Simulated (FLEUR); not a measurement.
# Fe3Ge: which magnetic order is lowest

Aim: find out whether Fe3Ge carries moments, and which collinear order costs least.

Method: PBEsol; all-electron FLAPW, Dirac cores, scalar-relativistic bands, in FLEUR MaX-R8.1.

**1. The structure**

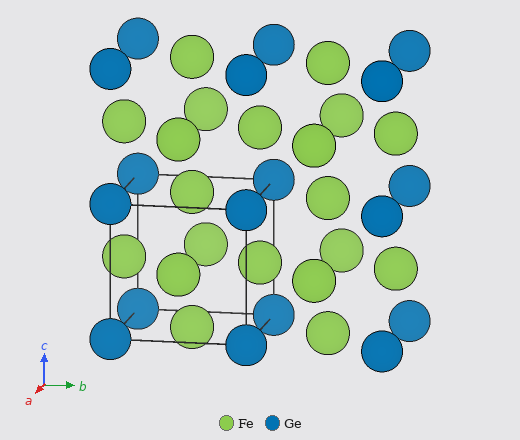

The cell as given, slightly off an axis (iron green, germanium blue). 1×2×2 cells are drawn. Some periodic images of atoms are drawn too.

Structure file:

```cif
data_structure
_symmetry_space_group_name_H-M 'Pm-3m'
_symmetry_Int_Tables_number 221
_cell_length_a 3.6605
_cell_length_b 3.6605
_cell_length_c 3.6605
_cell_angle_alpha 90.000
_cell_angle_beta 90.000
_cell_angle_gamma 90.000
_cell_volume 49.05
loop_
_atom_site_label
_atom_site_type_symbol
_atom_site_symmetry_multiplicity
_atom_site_Wyckoff_symbol
_atom_site_fract_x
_atom_site_fract_y
_atom_site_fract_z
_atom_site_occupancy
Fe1 Fe 3 c 0.00000 0.50000 0.50000 1
Ge1 Ge 1 a 0.00000 0.00000 0.00000 1
```

The cell comes from a database of computed structures and need not be the stable phase.

**2. Order 1, typed as ferro +++**

The parallel start is the test of whether parallel moments hold.

inpgen writes inp.xml from crystal.txt; cutoffs, mixing, functional, smearing and local orbitals are then set in the file. The k list default-1 (kpts.xml, not shown) is a Γ-centred 8×8×8 mesh; where the ranks do not divide the number of points, some are split in two of half the weight.

File inp.xml:

```
<?xml version="1.0" encoding="UTF-8" standalone="no"?>
<fleurInput fleurInputVersion="0.39">
   <comment>
      Fe3Ge
   </comment>
   <calculationSetup>
      <cutoffs Kmax="3.6" Gmax="10.8" GmaxXC="10.8" numbands="0"/>
      <scfLoop itmax="90" minDistance="0.00002" maxIterBroyd="15" imix="Anderson" alpha="0.05" precondParam="0.0" spinf="2.0" sdNocoIR="T"/>
      <coreElectrons ctail="T" frcor="F" kcrel="1" coretail_lmax="0"/>
      <xcFunctional name="PBEs" relativisticCorrections="F"/>
      <magnetism jspins="2"/>
      <soc l_soc="F" theta="0.0" phi="0.0" spav="F"/>
      <expertModes spex="0" secvar="F"/>
      <geometryOptimization l_f="F" forcealpha="1.0" forcemix="BFGS" epsdisp="0.00001" epsforce="0.00001"/>
      <ldaU l_linMix="F" mixParam="0.05" spinf="1.0"/>
   </calculationSetup>
   <cell>
      <bzIntegration valenceElectrons="62.0" mode="hist" fermiSmearingEnergy="0.00183747">
         <kPointListSelection listName="default-1"/>
         <xi:include xmlns:xi="http://www.w3.org/2001/XInclude" href="kpts.xml"> </xi:include>
      </bzIntegration>
      <xi:include xmlns:xi="http://www.w3.org/2001/XInclude" href="sym.xml"> </xi:include>
      <bulkLattice scale="1.0">
         <bravaisMatrix>
            <row-1>    6.9173434617558840     0.0000000000000000     0.0000000000000000</row-1>
            <row-2>    0.0000000000000000     6.9173434617558840     0.0000000000000000</row-2>
            <row-3>    0.0000000000000000     0.0000000000000000     6.9173434617558840</row-3>
         </bravaisMatrix>
      </bulkLattice>
   </cell>
   <atomSpecies>
      <species name="Iron (Fe) 2.800" element="Fe" atomicNumber="26">
         <mtSphere radius="2.38" gridPoints="787" logIncrement="0.016"/>
         <atomicCutoffs lmax="8" lnonsphr="6"/>
         <electronConfig flipSpins="F">
            <coreConfig>(1s1/2) (2s1/2) (2p1/2) (2p3/2)</coreConfig>
            <valenceConfig>(3s1/2) (3p1/2) (3p3/2) (4s1/2) (3d3/2) (3d5/2)</valenceConfig>
            <stateOccupation state="(3d3/2)" spinUp="1.4" spinDown="1.0"/>
            <stateOccupation state="(3d5/2)" spinUp="3.0" spinDown="0.6"/>
         </electronConfig>
         <energyParameters s="4" p="4" d="3" f="4"/>
         <lo type="SCLO" l="0" n="3" eDeriv="0"/>
         <lo type="SCLO" l="1" n="3" eDeriv="0"/>
      </species>
      <species name="Germanium (Ge)" element="Ge" atomicNumber="32">
         <mtSphere radius="2.38" gridPoints="787" logIncrement="0.016"/>
         <atomicCutoffs lmax="8" lnonsphr="6"/>
         <electronConfig flipSpins="F">
            <coreConfig>(1s1/2) (2s1/2) (2p1/2) (2p3/2) (3s1/2) (3p1/2) (3p3/2)</coreConfig>
            <valenceConfig>(4s1/2) (3d3/2) (3d5/2) (4p1/2) (4p3/2)</valenceConfig>
            <stateOccupation state="(4p1/2)" spinUp="0.333333" spinDown="0.333333"/>
            <stateOccupation state="(4p3/2)" spinUp="0.666667" spinDown="0.666667"/>
         </electronConfig>
         <energyParameters s="4" p="4" d="3" f="4"/>
      </species>
   </atomSpecies>
   <atomGroups>
      <atomGroup species="Iron (Fe) 2.800">
         <relPos label="                   1">.0000000000 1.000/2.000 1.000/2.000</relPos>
         <relPos label="                   2">1.000/2.000 1.000/2.000 .0000000000</relPos>
         <relPos label="                   3">1.000/2.000 .0000000000 1.000/2.000</relPos>
         <force calculate="T" relaxXYZ="TTT"/>
      </atomGroup>
      <atomGroup species="Germanium (Ge)">
         <relPos label="                   4">.0000000000 .0000000000 .0000000000</relPos>
         <force calculate="T" relaxXYZ="TTT"/>
      </atomGroup>
   </atomGroups>
   <output dos="F" band="F" slice="F">
      <bandDOS minEnergy="-.5*Htr" maxEnergy="0.5*Htr" sigma="0.015" storeEVData="T"/>
      <plotting iplot="0" polar="F">
         <plot TwoD="T" vec1="  1.0  0.0  0.0" vec2="  0.0  1.0  0.0" vec3="  0.0  0.0  1.0" zero="  0.0  0.0  0.0" file="plot"/>
      </plotting>
      <moessbauerParams electricFieldGradient="F" isomerShift="T" coreHyperfine="T" valenceHyperfine="T"/>
   </output>
</fleurInput>
```

File crystal.txt:

```
Fe3Ge
&input film=F cartesian=F /
3.66050052000  0.00000000000  0.00000000000
0.00000000000  3.66050052000  0.00000000000
0.00000000000  0.00000000000  3.66050052000
1.8897261246
1.0 1.0 1.0

4
26 0.00000000000  0.50000000000  0.50000000000 : 2.800
26 0.50000000000  0.50000000000  0.00000000000 : 2.800
26 0.50000000000  0.00000000000  0.50000000000 : 2.800
32 0.00000000000  0.00000000000  0.00000000000

&kpt div1=8 div2=8 div3=8 gamma=T /
```

Started as:

```
$ OMP_NUM_THREADS=1 inpgen -f crystal.txt > inpgen.log  # inp.xml is then edited as shown
$ OMP_NUM_THREADS=1 mpirun -n 4 fleur_MPI > fleur.log
```

The program printed:

```text
Welcome to FLEUR        (www.flapw.de)
      MaX-Release 8.1          (www.max-centre.eu)

 ========== k-point set info ==========
 Selected k-point list: default-1
 k-point list type: mesh
 0 x 0 x 0
 Number of k points: 36

 ------------Calculation Setup---------------------------
 Number of MPI-tasks      :            4
 Number of PE/node        :            4
 Number of OMP-threads    :            1
 k-points in parallel     :            4
 pe's per k-point         :            1
 No of k-point loops      :            9
 Eigenvalue solver        :       lapack
 Number of basis functions:          304
 Approximate size of matrices (H+S) per k-point:         0.001 GB
 --------------------------------------------------------
 [... lines of the core solver left out ...]
 Iteration:     1   Distance:      12.18461885 me/bohr^3
 Iteration:     2   Distance:      11.64493801 me/bohr^3
 Iteration:     3   Distance:       6.79219777 me/bohr^3
 Iteration:     4   Distance:       4.11524089 me/bohr^3
 Iteration:     5   Distance:       3.56271217 me/bohr^3
 Iteration:     6   Distance:       1.31219611 me/bohr^3
 Iteration:     7   Distance:       1.00689448 me/bohr^3
 Iteration:     8   Distance:       0.82919580 me/bohr^3
 Iteration:     9   Distance:       0.34058605 me/bohr^3
 Iteration:    10   Distance:       0.24556921 me/bohr^3
 Iteration:    11   Distance:       0.16480118 me/bohr^3
 Iteration:    12   Distance:       0.06097384 me/bohr^3
 Iteration:    13   Distance:       0.02181152 me/bohr^3
 Iteration:    14   Distance:       0.01865474 me/bohr^3
 Iteration:    15   Distance:       0.00450484 me/bohr^3
 Iteration:    16   Distance:       0.00434575 me/bohr^3
 Iteration:    17   Distance:       0.00140406 me/bohr^3
 Iteration:    18   Distance:       0.00080054 me/bohr^3
 Iteration:    19   Distance:       0.00041211 me/bohr^3
 Iteration:    20   Distance:       0.00010882 me/bohr^3
 Iteration:    21   Distance:       0.00009859 me/bohr^3
 Iteration:    22   Distance:       0.00003077 me/bohr^3
 Iteration:    23   Distance:       0.00000770 me/bohr^3

 ********************************************************************
 Run finished successfully
 Stop message:
   all done
 ********************************************************************

--- out.xml (last complete iteration) ---
<iteration numberForCurrentRun="   23" overallNumber="   23">
         <energyParameters units="Htr">
            <atomicEP atomType="1" spin="1" branch="4s" branchLowest="-2.85" branchHighest="1.68" value="0.2122330986"/>
            <atomicEP atomType="1" spin="1" branch="4p" branchLowest="-1.60" branchHighest="2.23" value="0.3455379536"/>
            <atomicEP atomType="1" spin="1" branch="3d" branchLowest="-9.99" branchHighest="0.40" value="0.2835469872"/>
            <atomicEP atomType="1" spin="1" branch="4f" branchLowest="-9.99" branchHighest="3.33" value="0.6591428791"/>
            <loAtomicEP atomType="1" spin="1" branch="3s" branchLowest="-29.47" branchHighest="-2.85" value="-2.8584737097"/>
            <loAtomicEP atomType="1" spin="1" branch="3p" branchLowest="-25.03" branchHighest="-1.60" value="-1.6165624182"/>
            <atomicEP atomType="2" spin="1" branch="4s" branchLowest="-5.64" branchHighest="0.78" value="0.0149950942"/>
            <atomicEP atomType="2" spin="1" branch="4p" branchLowest="-3.71" branchHighest="1.40" value="0.2426763134"/>
            <atomicEP atomType="2" spin="1" branch="3d" branchLowest="-9.99" branchHighest="-0.53" value="-0.5372078972"/>
            <atomicEP atomType="2" spin="1" branch="4f" branchLowest="-9.99" branchHighest="3.24" value="0.6120546119"/>
            <atomicEP atomType="1" spin="2" branch="4s" branchLowest="-2.76" branchHighest="1.75" value="0.2157595590"/>
            <atomicEP atomType="1" spin="2" branch="4p" branchLowest="-1.51" branchHighest="2.29" value="0.3439465331"/>
            <atomicEP atomType="1" spin="2" branch="3d" branchLowest="-9.99" branchHighest="0.49" value="0.3491299330"/>
            <atomicEP atomType="1" spin="2" branch="4f" branchLowest="-9.99" branchHighest="3.39" value="0.6536555662"/>
            <loAtomicEP atomType="1" spin="2" branch="3s" branchLowest="-29.43" branchHighest="-2.76" value="-2.7647262820"/>
            <loAtomicEP atomType="1" spin="2" branch="3p" branchLowest="-24.99" branchHighest="-1.51" value="-1.5250754259"/>
            <atomicEP atomType="2" spin="2" branch="4s" branchLowest="-5.64" branchHighest="0.77" value="0.0038248537"/>
            <atomicEP atomType="2" spin="2" branch="4p" branchLowest="-3.71" branchHighest="1.39" value="0.2299067733"/>
            <atomicEP atomType="2" spin="2" branch="3d" branchLowest="-9.99" branchHighest="-0.53" value="-0.5381547330"/>
            <atomicEP atomType="2" spin="2" branch="4f" branchLowest="-9.99" branchHighest="3.23" value="0.5985315235"/>
         </energyParameters>
         <bandgap value="0.0203400679" units="eV"/>
         <sumValenceSingleParticleEnergies value="-43.3577628057" units="Htr"/>
         <FermiEnergy value="0.3802070769" units="Htr"/>
         <valenceDensity>
            <mtCharges spin="1">
               <mtCharge atomType="1" total="8.6979383" s="1.2017418" p="3.2173613" d="4.2588127" f="0.0155904"/>
               <mtCharge atomType="2" total="6.2626527" s="0.5725823" p="0.6367685" d="5.0268884" f="0.0202791"/>
            </mtCharges>
            <mtCharges spin="2">
               <mtCharge atomType="1" total="6.4441615" s="1.1981296" p="3.2232206" d="2.0056680" f="0.0142666"/>
               <mtCharge atomType="2" total="6.3972942" s="0.5707263" p="0.7889132" d="5.0183074" f="0.0155127"/>
            </mtCharges>
            <spinDependentCharge spin="1" total="34.2725515" interstitial="1.9160838" mtSpheres="32.3564677"/>
            <spinDependentCharge spin="2" total="27.7274485" interstitial="1.9976698" mtSpheres="25.7297787"/>
            <totalCharge value="62.0000000000"/>
         </valenceDensity>
         <allElectronCharges>
            <spinDependentCharge spin="1" total="58.2725651" interstitial="1.9162620" mtSpheres="56.3563031"/>
            <spinDependentCharge spin="2" total="51.7274349" interstitial="1.9978500" mtSpheres="49.7295849"/>
            <totalCharge value="109.9999999901"/>
         </allElectronCharges>
         <magneticMomentsInMTSpheres units="muBohr">
            <globalMagMoment atomType="1" vec="0.00000   0.00000   2.25379"/>
            <localMagMoment atomType="1" vec="0.00000   0.00000   2.25379"/>
            <globalMagMoment atomType="2" vec="0.00000   0.00000  -0.13464"/>
            <localMagMoment atomType="2" vec="0.00000   0.00000  -0.13464"/>
         </magneticMomentsInMTSpheres>
         <moessbauerParams unitsHFF="kG" unitsIS="e/bohr^3" unitsEFG="Htr/bohr^2">
            <coreHyperfineField atomType="1" hffTotal="-564.52932" isTotal="14927.95735">
               <shell n="1" l="0" hff="-10.38763" isomerShift="13641.26608"/>
               <shell n="2" l="0" hff="-555.70536" isomerShift="1279.68692"/>
               <shell n="2" l="1" hff="1.56367" isomerShift="7.00434"/>
            </coreHyperfineField>
            <coreHyperfineField atomType="2" hffTotal="3.41485" isTotal="31838.51014">
               <shell n="1" l="0" hff="7.10462" isomerShift="28503.99766"/>
               <shell n="2" l="0" hff="-4.29710" isomerShift="2866.27375"/>
               <shell n="2" l="1" hff="0.06148" isomerShift="25.18113"/>
               <shell n="3" l="0" hff="0.46281" isomerShift="439.22330"/>
               <shell n="3" l="1" hff="0.08305" isomerShift="3.83429"/>
            </coreHyperfineField>
            <isomerShift atomType="1" nucleusRadius="0.0000903" averageDensity="15119.32267"/>
            <isomerShift atomType="2" nucleusRadius="0.0000986" averageDensity="31865.86440"/>
         </moessbauerParams>
         <totalEnergy value="    -5912.4913091252" units="Htr">
            <sumOfEigenvalues value="    -3405.6484820868">
               <coreElectrons value="-3362.2907192811"/>
               <valenceElectrons value="-43.3577628057"/>
            </sumOfEigenvalues>
            <densityCoulombPotentialIntegral value="-9095.9328294339"/>
            <densityEffectivePotentialIntegral value="-9413.7801348117"/>
            <chargeDenXCDenIntegral value="-242.5604566960"/>
            <FockExchangeEnergyValence value="0.0000000000"/>
            <FockExchangeEnergyCore value="0.0000000000"/>
            <atomTypeDependentContributions atomType="1">
               <electronNucleiInteractionDifferentMTs value="4562.2862982550"/>
               <MadelungTerm value="-27.6541688823"/>
            </atomTypeDependentContributions>
            <atomTypeDependentContributions atomType="2">
               <electronNucleiInteractionDifferentMTs value="2526.3094501043"/>
               <MadelungTerm value="-13.8461731956"/>
            </atomTypeDependentContributions>
            <tkbTimesEntropy value="0.0008196411"/>
            <freeEnergy value="-5912.4921287663"/>
            <extrapolationTo0K value="-5912.4917189458"/>
         </totalEnergy>
         <densityConvergence units="me/bohr^3">
            <chargeDensity spin="1" distance="0.0000037304"/>
            <chargeDensity spin="2" distance="0.0000060692"/>
            <overallChargeDensity distance="0.0000077046"/>
            <spinDensity distance="0.0000064917"/>
         </densityConvergence>
      </iteration>
```

It took 39 s on 4 MPI ranks of Arm Neoverse N1, shared host; peak memory 0.22 GiB.

Spin moment in the muffin-tin sphere by atom:

```csv
atom,spin moment in the muffin-tin sphere (μB)
Fe1,2.25
Fe2,2.25
Fe3,2.25
Ge4,-0.13
```

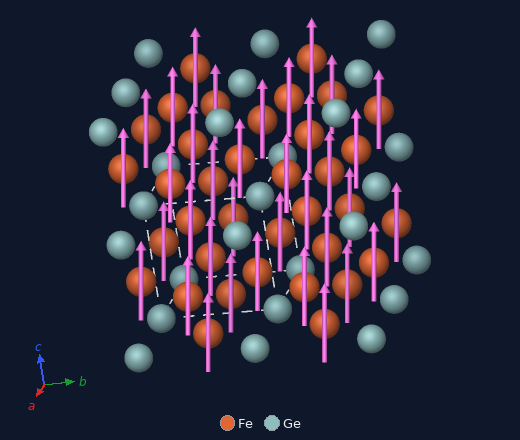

Spin moment in the muffin-tin sphere as arrows, the longest 2.25 μB. Up and down stand for the sign. Arrows give size and sign along the axis of quantisation, drawn up and down the page. 2×2×2 cells are drawn. Some periodic images of atoms are drawn too.

This step gave:

| Quantity | Value |
| --- | --- |
| free energy | -160887.1070 eV |
| program's band gap on this mesh (in a metal only a level spacing) | 0.02034 eV |
| magnetization | 6.545 μB |
| final state | ferromagnetic, with opposed induced moments |

After 23 cycles the largest moment stands at 2.25 μB.

[end of part 1 of 3]

[Logs and program files are shortened in this print: banners, set-up blocks, solver, clock and traceback lines can be left out without a mark of their own.]

[Logs are printed without paths, hosts, clocks, repeated set-up lines and the standing remarks that a program may print on its own settings, such as how far it seeks lower states.]

[Hosts, paths, dates, database ids (printed as entryN), source tags and the programs' standing remarks are cut or masked in the printed files.]

[Where a cell is said to come from a database of computed structures, the database is the Materials Project.]
